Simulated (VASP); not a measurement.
Band structure of Rh (fcc). Method: PBEsol GGA, VASP's PBE PAW potentials (set 64) (plane waves; VASP).

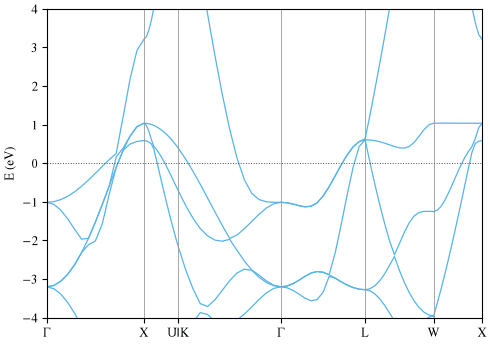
Figure: Bands along high-symmetry lines, zero at the valence-band maximum or, without a gap, the Fermi level

Task: Read the plot: is there a gap, and where are the band edges?

Result: It has no gap at this level: it comes out as a metal or semimetal. (Edges off the drawn lines would not show.)

The compound is Rh in the fcc structure. It was relaxed first.
